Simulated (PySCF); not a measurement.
# C2H7BF2Si: NMR shifts at several levels of theory, part 2 of 2

PySCF 2.14.0. Atoms count from 0.

## (8) Nuclear shieldings: KT2/pcSseg-1

The job: settings as JSON, then the geometry in Å.

```
{"job": {"kind": "nmr", "xc": "KT2", "basis": "pcSseg-1", "pop": false}, "charge": 0, "multiplicity": 1}
C     -0.977437    -1.124883    -0.553439
C     -0.522801     0.175015     0.116742
Si     1.149649    -0.044193     0.996348
B     -0.389887     1.383050    -0.848028
F     -0.387927     2.631568    -0.409166
F     -0.238798     1.225610    -2.153456
H     -0.281416    -1.427217    -1.350878
H     -1.969558    -1.013663    -1.018118
H     -1.041362    -1.957152     0.164327
H     -1.205911     0.475857     0.932157
H      1.051523    -1.183306     1.959077
H      2.214488    -0.354086    -0.006894
H      1.523609     1.199843     1.732433
```

With the program's defaults for keys left out, this is: GIAO KT2/pcSseg-1 NMR shielding, non-relativistic, gas phase.

Log:

```text
coarse grid: 11400 points
cycle   1  E = -601.2805039839  dE =  3.794e-01  |g| = 8.877e-01  |ddm| = 3.086e+00
cycle   2  E = -601.0195122484  dE =  2.610e-01  |g| = 1.544e+00  |ddm| = 1.511e+00
cycle   3  E = -601.4130083761  dE = -3.935e-01  |g| = 1.102e-01  |ddm| = 1.009e+00
cycle   4  E = -601.4149266300  dE = -1.918e-03  |g| = 5.896e-02  |ddm| = 1.271e-01
cycle   5  E = -601.4157768243  dE = -8.502e-04  |g| = 8.545e-03  |ddm| = 5.825e-02
cycle   6  E = -601.4157949825  dE = -1.816e-05  |g| = 2.596e-03  |ddm| = 1.148e-02
cycle   7  E = -601.4157962395  dE = -1.257e-06  |g| = 1.101e-03  |ddm| = 2.769e-03
final grid: 106368 points
cycle   8  E = -601.5187687853  dE = -1.266e-04  |g| = 4.144e-02  |ddm| = 3.797e-02
cycle   9  E = -601.5181636258  dE =  6.052e-04  |g| = 7.368e-02  |ddm| = 6.222e-02
cycle  10  E = -601.5190172112  dE = -8.536e-04  |g| = 3.455e-03  |ddm| = 4.344e-02
cycle  11  E = -601.5190192134  dE = -2.002e-06  |g| = 1.172e-03  |ddm| = 3.989e-03
cycle  12  E = -601.5190195575  dE = -3.441e-07  |g| = 1.636e-04  |ddm| = 1.099e-03
cycle  13  E = -601.5190195631  dE = -5.626e-09  |g| = 5.358e-05  |ddm| = 2.062e-04
cycle  14  E = -601.5190195640  dE = -8.210e-10  |g| = 1.112e-05  |ddm| = 6.926e-05
converged SCF energy = -601.5190195640

GIAO shielding tensors (ppm)
atom      isotropic    diamagn.    paramagn.     s11        s22        s33       span
  0 C      170.275     247.343     -77.067    158.608    165.411    186.807     28.199
  1 C      178.794     258.256     -79.461    164.882    176.546    194.955     30.073
  2 Si     421.824     883.283    -461.459    384.480    398.986    482.006     97.526
  3 B       73.544     196.726    -123.183     46.855     79.944     93.831     46.976
  4 F      231.685     469.995    -238.310     62.068    287.766    345.219    283.151
  5 F      236.635     471.029    -234.394     56.109    284.086    369.711    313.602
  6 H       30.026      30.557      -0.531     26.570     28.050     35.458      8.888
  7 H       29.725      29.037       0.688     24.803     27.358     37.014     12.210
  8 H       30.230      29.900       0.330     25.536     28.349     36.805     11.269
  9 H       30.395      32.375      -1.981     26.364     28.596     36.224      9.859
 10 H       27.214      29.123      -1.909     24.150     25.224     32.269      8.119
 11 H       27.337      29.404      -2.067     24.193     25.824     31.993      7.799
 12 H       27.027      29.066      -2.039     23.526     25.341     32.216      8.690
```

It took 19 s on 1 thread of Arm Neoverse V1, shared host; peak memory 0.75 GiB.

In short: δ C0 12.9, C1 4.4, Si2 -60.8, B3 26.4, H10 3.99, H6 1.19 ppm (means over like atoms).

## (9) Shielding tensors: KT3/pcSseg-1

The job, as its differences from that of step 8:

```diff
@@ -1,2 +1,2 @@
-{"job": {"kind": "nmr", "xc": "KT2", "basis": "pcSseg-1", "pop": false}, "charge": 0, "multiplicity": 1}
+{"job": {"kind": "nmr", "xc": "KT3", "basis": "pcSseg-1", "pop": false}, "charge": 0, "multiplicity": 1}
 C     -0.977437    -1.124883    -0.553439
```

Method: GIAO KT3/pcSseg-1 NMR shielding, non-relativistic, gas phase.

Log:

```text
coarse grid: 11400 points
cycle   1  E = -600.7115789011  dE =  3.568e-01  |g| = 9.041e-01  |ddm| = 3.109e+00
cycle   2  E = -600.4569389479  dE =  2.546e-01  |g| = 1.534e+00  |ddm| = 1.586e+00
cycle   3  E = -600.8496678125  dE = -3.927e-01  |g| = 1.063e-01  |ddm| = 1.055e+00
cycle   4  E = -600.8514191474  dE = -1.751e-03  |g| = 5.875e-02  |ddm| = 1.266e-01
cycle   5  E = -600.8522601973  dE = -8.410e-04  |g| = 8.420e-03  |ddm| = 5.701e-02
cycle   6  E = -600.8522776461  dE = -1.745e-05  |g| = 2.511e-03  |ddm| = 1.096e-02
cycle   7  E = -600.8522787918  dE = -1.146e-06  |g| = 1.108e-03  |ddm| = 2.873e-03
final grid: 106368 points
cycle   8  E = -600.9427497567  dE = -1.532e-04  |g| = 4.010e-02  |ddm| = 4.385e-02
cycle   9  E = -600.9422978103  dE =  4.519e-04  |g| = 6.721e-02  |ddm| = 5.652e-02
cycle  10  E = -600.9429633682  dE = -6.656e-04  |g| = 3.907e-03  |ddm| = 3.840e-02
cycle  11  E = -600.9429659628  dE = -2.595e-06  |g| = 1.310e-03  |ddm| = 4.478e-03
cycle  12  E = -600.9429664060  dE = -4.432e-07  |g| = 1.791e-04  |ddm| = 1.290e-03
cycle  13  E = -600.9429664131  dE = -7.085e-09  |g| = 4.741e-05  |ddm| = 2.274e-04
cycle  14  E = -600.9429664136  dE = -5.098e-10  |g| = 1.967e-05  |ddm| = 5.766e-05
converged SCF energy = -600.9429664136

GIAO shielding tensors (ppm)
atom      isotropic    diamagn.    paramagn.     s11        s22        s33       span
  0 C      168.787     246.370     -77.583    157.556    164.074    184.730     27.174
  1 C      177.982     257.983     -80.001    164.314    176.276    193.356     29.042
  2 Si     423.527     882.565    -459.038    388.619    401.928    480.032     91.413
  3 B       74.486     196.571    -122.085     48.402     80.522     94.533     46.131
  4 F      238.972     469.685    -230.713     72.910    295.099    348.906    275.995
  5 F      243.787     470.830    -227.043     67.589    291.907    371.863    304.274
  6 H       30.163      30.672      -0.509     26.786     28.186     35.518      8.732
  7 H       29.884      29.140       0.744     25.105     27.563     36.985     11.880
  8 H       30.359      30.003       0.356     25.745     28.514     36.818     11.073
  9 H       30.582      32.548      -1.966     26.592     28.787     36.367      9.775
 10 H       27.506      29.440      -1.934     24.477     25.556     32.484      8.006
 11 H       27.632      29.737      -2.105     24.549     26.125     32.222      7.673
 12 H       27.340      29.381      -2.041     23.914     25.685     32.421      8.507
```

Run time: 18 s. Hardware: 1 thread of Arm Neoverse V1, shared host; peak memory 0.75 GiB.

Key values: δ C0 13.5, C1 4.3, Si2 -58.0, B3 26.0, H10 3.83, H6 1.18 ppm (means over like atoms).

## (10) NMR shieldings: B97-D/pcSseg-1

The job, as its differences from that of step 9:

```diff
@@ -1,2 +1,2 @@
-{"job": {"kind": "nmr", "xc": "KT3", "basis": "pcSseg-1", "pop": false}, "charge": 0, "multiplicity": 1}
+{"job": {"kind": "nmr", "xc": "B97-D", "basis": "pcSseg-1", "pop": false}, "charge": 0, "multiplicity": 1}
 C     -0.977437    -1.124883    -0.553439
```

With the program's defaults for keys left out, this is: GIAO B97-D/pcSseg-1 NMR shielding, non-relativistic, gas phase.

Log:

```text
coarse grid: 11400 points
cycle   1  E = -594.2146068642  dE =  3.189e-01  |g| = 8.300e-01  |ddm| = 3.127e+00
cycle   2  E = -593.9956766020  dE =  2.189e-01  |g| = 1.424e+00  |ddm| = 1.401e+00
cycle   3  E = -594.3357920185  dE = -3.401e-01  |g| = 9.139e-02  |ddm| = 9.093e-01
cycle   4  E = -594.3370673162  dE = -1.275e-03  |g| = 5.083e-02  |ddm| = 9.909e-02
cycle   5  E = -594.3376570003  dE = -5.897e-04  |g| = 7.406e-03  |ddm| = 4.748e-02
cycle   6  E = -594.3376710056  dE = -1.401e-05  |g| = 2.307e-03  |ddm| = 9.769e-03
cycle   7  E = -594.3376719535  dE = -9.480e-07  |g| = 1.022e-03  |ddm| = 2.555e-03
final grid: 106368 points
cycle   8  E = -594.3613699227  dE = -6.502e-05  |g| = 3.044e-02  |ddm| = 3.493e-02
cycle   9  E = -594.3610706625  dE =  2.993e-04  |g| = 5.333e-02  |ddm| = 4.416e-02
cycle  10  E = -594.3614962821  dE = -4.256e-04  |g| = 2.379e-03  |ddm| = 3.040e-02
cycle  11  E = -594.3614973957  dE = -1.114e-06  |g| = 8.686e-04  |ddm| = 2.721e-03
cycle  12  E = -594.3614975708  dE = -1.750e-07  |g| = 1.288e-04  |ddm| = 7.837e-04
cycle  13  E = -594.3614975743  dE = -3.568e-09  |g| = 3.740e-05  |ddm| = 1.463e-04
cycle  14  E = -594.3614975746  dE = -2.901e-10  |g| = 1.072e-05  |ddm| = 4.090e-05
converged SCF energy = -594.3614975746

GIAO shielding tensors (ppm)
atom      isotropic    diamagn.    paramagn.     s11        s22        s33       span
  0 C      165.950     246.049     -80.099    154.788    161.694    181.366     26.578
  1 C      174.671     257.273     -82.602    160.869    172.748    190.396     29.527
  2 Si     404.323     881.240    -476.917    368.034    382.244    462.691     94.656
  3 B       70.903     195.811    -124.908     42.535     77.549     92.625     50.090
  4 F      240.758     469.029    -228.271     75.296    290.803    356.176    280.879
  5 F      244.885     470.131    -225.246     69.548    287.896    377.212    307.664
  6 H       30.224      30.649      -0.425     26.875     28.282     35.516      8.641
  7 H       29.968      29.104       0.864     25.251     27.672     36.981     11.730
  8 H       30.436      29.971       0.465     25.851     28.621     36.835     10.984
  9 H       30.713      32.376      -1.663     26.784     29.043     36.312      9.528
 10 H       27.548      29.456      -1.909     24.534     25.618     32.492      7.958
 11 H       27.675      29.803      -2.128     24.610     26.183     32.231      7.621
 12 H       27.382      29.416      -2.033     23.967     25.753     32.427      8.460
```

Run time: 18 s. Hardware: 1 thread of Arm Neoverse V1, shared host; peak memory 0.75 GiB.

Key values: δ C0 13.2, C1 4.5, Si2 -57.1, B3 27.3, H10 3.88, H6 1.20 ppm (means over like atoms).

## (11) Shielding tensors: B3LYP/pcSseg-1

The job, as its differences from that of step 10:

```diff
@@ -1,2 +1,2 @@
-{"job": {"kind": "nmr", "xc": "B97-D", "basis": "pcSseg-1", "pop": false}, "charge": 0, "multiplicity": 1}
+{"job": {"kind": "nmr", "xc": "B3LYP", "basis": "pcSseg-1", "pop": false}, "charge": 0, "multiplicity": 1}
 C     -0.977437    -1.124883    -0.553439
```

Method: GIAO B3LYP/pcSseg-1 NMR shielding, non-relativistic, gas phase.

Log:

```text
coarse grid: 11400 points
cycle   1  E = -594.4522233458  dE =  3.617e-01  |g| = 7.110e-01  |ddm| = 3.059e+00
cycle   2  E = -594.3747976518  dE =  7.743e-02  |g| = 1.023e+00  |ddm| = 9.615e-01
cycle   3  E = -594.5393339065  dE = -1.645e-01  |g| = 5.650e-02  |ddm| = 5.632e-01
cycle   4  E = -594.5397625506  dE = -4.286e-04  |g| = 3.117e-02  |ddm| = 5.689e-02
cycle   5  E = -594.5399803734  dE = -2.178e-04  |g| = 4.503e-03  |ddm| = 2.687e-02
cycle   6  E = -594.5399852029  dE = -4.830e-06  |g| = 7.943e-04  |ddm| = 5.148e-03
final grid: 106368 points
cycle   7  E = -594.5834864672  dE = -4.858e-05  |g| = 4.982e-03  |ddm| = 1.614e-02
cycle   8  E = -594.5834825175  dE =  3.950e-06  |g| = 6.328e-03  |ddm| = 9.113e-03
cycle   9  E = -594.5834925580  dE = -1.004e-05  |g| = 4.527e-04  |ddm| = 5.178e-03
cycle  10  E = -594.5834925945  dE = -3.645e-08  |g| = 2.018e-04  |ddm| = 5.184e-04
cycle  11  E = -594.5834926010  dE = -6.555e-09  |g| = 6.900e-05  |ddm| = 1.432e-04
cycle  12  E = -594.5834926017  dE = -7.080e-10  |g| = 1.059e-05  |ddm| = 5.158e-05
converged SCF energy = -594.5834926017

GIAO shielding tensors (ppm)
atom      isotropic    diamagn.    paramagn.     s11        s22        s33       span
  0 C      167.026     245.573     -78.547    155.952    163.206    181.920     25.968
  1 C      175.236     257.223     -81.987    161.696    172.884    191.128     29.432
  2 Si     396.568     880.142    -483.574    358.911    374.696    456.097     97.186
  3 B       67.591     194.988    -127.398     34.791     77.160     90.821     56.029
  4 F      241.996     469.278    -227.282     72.000    295.371    358.618    286.618
  5 F      246.360     470.348    -223.987     65.934    293.006    380.141    314.207
  6 H       30.212      30.512      -0.300     26.728     28.235     35.673      8.946
  7 H       29.963      29.051       0.912     25.122     27.629     37.139     12.016
  8 H       30.434      29.895       0.539     25.724     28.564     37.014     11.290
  9 H       30.763      32.366      -1.603     26.714     29.042     36.533      9.819
 10 H       27.525      29.246      -1.722     24.426     25.577     32.571      8.145
 11 H       27.638      29.567      -1.929     24.498     26.116     32.301      7.803
 12 H       27.358      29.208      -1.851     23.872     25.708     32.493      8.620
```

Wall time 11 s (1 thread of Arm Neoverse V1, shared host); peak memory 0.74 GiB.

In short: δ C0 12.2, C1 4.0, Si2 -58.7, B3 30.2, H10 3.88, H6 1.18 ppm (means over like atoms).

## (12) Comparing the runs: NMR shifts

Shifts (ppm) of some atoms, chosen among heavy atoms and hydrogens apart, means over like atoms, with basis size and wall time:

```csv
run,C0,C1,H10,H9,Si2,B3,F4,functions,time
HF/pcSseg-1,10.1,-1.8,3.74,0.26,-51.8,31.2,-47.2,144,5.5 s
LDA/pcSseg-1,10.9,5.5,4.20,0.93,-64.2,30.1,-80.2,144,15 s
PBE/pcSseg-1,12.6,4.9,4.03,0.80,-60.7,28.5,-81.9,144,20 s
BLYP/pcSseg-1,13.2,5.8,3.91,0.71,-61.1,29.0,-83.5,144,22 s
BP86/pcSseg-1,12.7,5.0,4.02,0.78,-59.9,28.4,-84.7,144,19 s
OPBE/pcSseg-1,12.7,3.6,3.99,0.83,-56.3,26.7,-80.9,144,21 s
KT2/pcSseg-1,12.9,4.4,3.99,0.78,-60.8,26.4,-95.6,144,19 s
KT3/pcSseg-1,13.5,4.3,3.83,0.74,-58.0,26.0,-91.9,144,18 s
B97-D/pcSseg-1,13.2,4.5,3.88,0.70,-57.1,27.3,-88.0,144,18 s
B3LYP/pcSseg-1,12.2,4.0,3.88,0.62,-58.7,30.2,-72.2,144,11 s
```

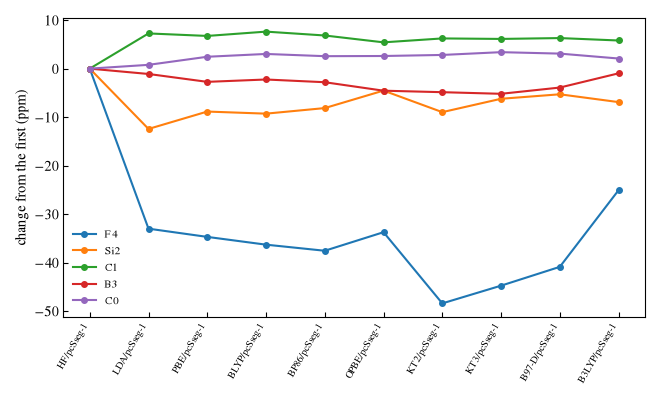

How five of the tabulated atoms move from run to run.

## (13) Results

What follows sums up all 2 parts.

```
                                                               quantity                 value
                                   13C shifts against TMS (HF/pcSseg-1)        10.1, -1.8 ppm
   1H shifts against TMS (HF/pcSseg-1, means over atoms taken as alike)  3.74, 1.19, 0.26 ppm
                                  29Si shifts against TMS (HF/pcSseg-1)             -51.8 ppm
                              11B shifts against BF3·OEt2 (HF/pcSseg-1)              31.2 ppm
19F shifts against CFCl3 (HF/pcSseg-1, means over atoms taken as alike)             -47.2 ppm
                         range of the shift of F4 (with its like atoms)    -95.6 to -47.2 ppm
```

What this shows: Single values in the summary come from the first sound run of each kind (HF/pcSseg-1), which need not be the best level. At HF/pcSseg-1: The widest tensor belongs to F4, F5: span 259 ppm, with a paramagnetic part of -175 ppm. Across the 10 runs the shift of F4 (with its like atoms) moves most, between -95.6 (KT2/pcSseg-1) and -47.2 ppm (HF/pcSseg-1).
